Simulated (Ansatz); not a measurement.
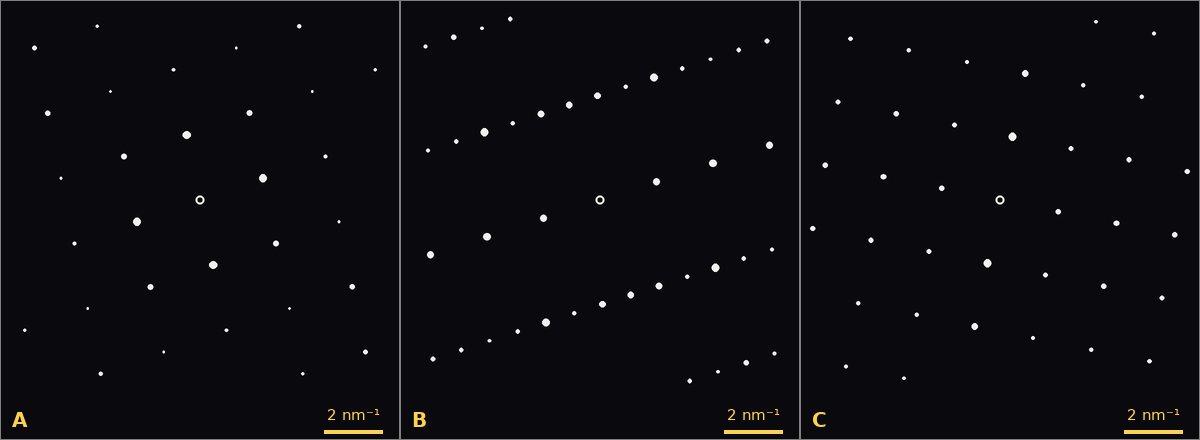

Computed electron diffraction patterns, 200 kV, single scattering only, B = 0.5 Å².

All three come from Cl, space group Cmce (No. 64), a = 8.862 Å, b = 5.718 Å, c = 9.623 Å. Structure: the input geometry of an electronic-structure calculation (not necessarily at equilibrium).

```csv
atom,site,symmetry,x,y,z
Cl,8f,m..,0.5000,0.5853,0.0915
```

**Assign the zone axes [010], [100], [101] to A, B and C.**

A is [101]: centred rectangular net of 1 1 -1 at d = 4.30 Å and -1 1 1 at d = 4.30 Å, at 82.5°. B is [100]: rectangular net of 0 0 1 (itself extinct) at d = 9.62 Å and 0 2 0 at d = 2.86 Å, at 90.0°. C is [010]: rectangular net of 0 0 2 at d = 4.81 Å and 2 0 0 at d = 4.43 Å, at 90.0°.
